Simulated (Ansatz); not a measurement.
The starting structures come from a database of crystals and need not be the phases stable at ambient conditions.

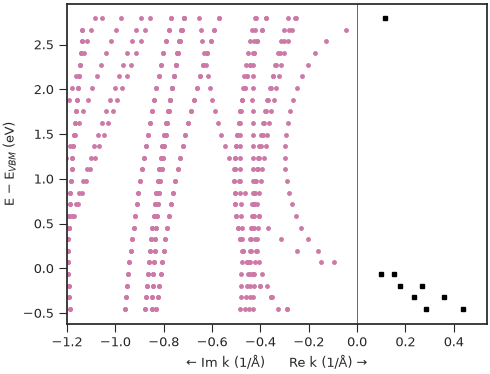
Figure: Complex bands at the centre of the two-dimensional zone; r2SCAN (Ansatz, a first-principles code)

The gap is the functional's own, uncorrected, and κ follows it; spin-orbit coupling is left out. Mid-gap values are interpolated between the computed energies.

**Question.** This is Li5NCl2 (R-3m, not sure to be the ambient phase, 8 atoms a cell, 13.4 Å³ an atom) along the normal of (110). Read off the slowest decay at the centre of the two-dimensional zone at 1.24 eV, the computed energy nearest the middle of the gap.

**Answer.** κ ≈ 0.30 1/Å, a decay length 1/(2κ) of the density of 1.7 Å.
